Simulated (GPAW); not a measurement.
# Geometry relaxation of CdH2 (part 5 of 5)

Continued. System: CdH2, SMILES [H][Cd][H]. Method: AM05/real-space grid, scalar-relativistic datasets (GPAW 26.7.0). The atoms were displaced at random from an optimised geometry.

Geometry of the input (Å):
```
Cd 0.0261  0.0049  -0.0376
H  0.0049  0.0029  1.7295
H  0.0923  0.0614  -1.6073
```

## Trajectory as extended XYZ (Å, eV, eV/Å), 11 frames, from step=0 to step=10
```
3
Properties=species:S:1:pos:R:3:forces:R:3 step=0 energy=-6.21944
Cd    5.1775    5.1728    6.7013   -0.0001   0.0343   2.4241
H     5.1563    5.1708    8.4684   -0.0364  -0.0474  -0.8975
H     5.2437    5.2292    5.1316    0.0360   0.0160  -1.5253
3
Properties=species:S:1:pos:R:3:forces:R:3 step=1 energy=-6.32139
Cd    5.1788    5.1755    6.7901    0.0757   0.0780  -0.7969
H     5.1538    5.1677    8.4420   -0.0416  -0.0371   0.2828
H     5.2450    5.2296    5.0693   -0.0365  -0.0405   0.5245
3
Properties=species:S:1:pos:R:3:forces:R:3 step=2 energy=-6.33810
Cd    5.1832    5.1803    6.7667    0.0407   0.0464   0.0160
H     5.1514    5.1655    8.4403   -0.0282  -0.0263   0.0154
H     5.2428    5.2270    5.0952   -0.0086  -0.0114  -0.0151
3
Properties=species:S:1:pos:R:3:forces:R:3 step=3 energy=-6.33874
Cd    5.1933    5.1921    6.7688   -0.0088  -0.0094  -0.0010
H     5.1436    5.1585    8.4423   -0.0070  -0.0024   0.0069
H     5.2412    5.2243    5.0952    0.0138   0.0118   0.0024
3
Properties=species:S:1:pos:R:3:forces:R:3 step=4 energy=-6.33915
Cd    5.1916    5.1910    6.7718   -0.0033  -0.0011   0.0144
H     5.1325    5.1523    8.4470   -0.0139  -0.0084  -0.0176
H     5.2534    5.2340    5.0983    0.0030   0.0111   0.0089
3
Properties=species:S:1:pos:R:3:forces:R:3 step=5 energy=-6.33933
Cd    5.1911    5.1944    6.7844   -0.0121  -0.0016  -0.0081
H     5.0906    5.1271    8.4545    0.0092   0.0034   0.0036
H     5.2891    5.2645    5.1143    0.0031  -0.0095  -0.0010
3
Properties=species:S:1:pos:R:3:forces:R:3 step=6 energy=-6.33955
Cd    5.1898    5.1922    6.7796   -0.0040   0.0010  -0.0028
H     5.1064    5.1366    8.4515   -0.0078   0.0015   0.0020
H     5.2766    5.2534    5.1086   -0.0050  -0.0036  -0.0095
3
Properties=species:S:1:pos:R:3:forces:R:3 step=7 energy=-6.33960
Cd    5.1822    5.1948    6.7775    0.0064  -0.0133  -0.0118
H     5.1024    5.1361    8.4493   -0.0093   0.0084   0.0060
H     5.2717    5.2471    5.1055   -0.0131   0.0102  -0.0011
3
Properties=species:S:1:pos:R:3:forces:R:3 step=8 energy=-6.33967
Cd    5.1824    5.1934    6.7769    0.0049  -0.0089  -0.0031
H     5.1036    5.1376    8.4495   -0.0089   0.0047  -0.0004
H     5.2701    5.2468    5.1051   -0.0125   0.0086  -0.0025
3
Properties=species:S:1:pos:R:3:forces:R:3 step=9 energy=-6.33973
Cd    5.1786    5.1917    6.7751   -0.0045  -0.0054   0.0010
H     5.0976    5.1394    8.4477    0.0008   0.0006   0.0001
H     5.2602    5.2430    5.1029   -0.0012   0.0118   0.0037
3
Properties=species:S:1:pos:R:3:forces:R:3 step=10 energy=-6.33974
Cd    5.1775    5.1906    6.7754   -0.0041   0.0012   0.0026
H     5.0968    5.1394    8.4481    0.0002  -0.0019  -0.0003
H     5.2602    5.2448    5.1034   -0.0019   0.0077   0.0022
```

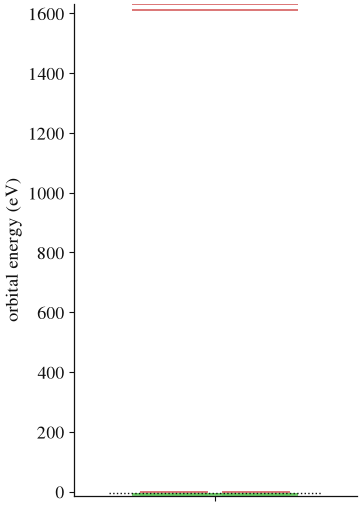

**Figure 1.** Orbital energies near the frontier; the dotted line parts filled from empty levels, and levels within 0.02 eV of each other stand side by side. Highest filled −6.61 eV, lowest empty −1.37 eV, 5.24 eV apart.
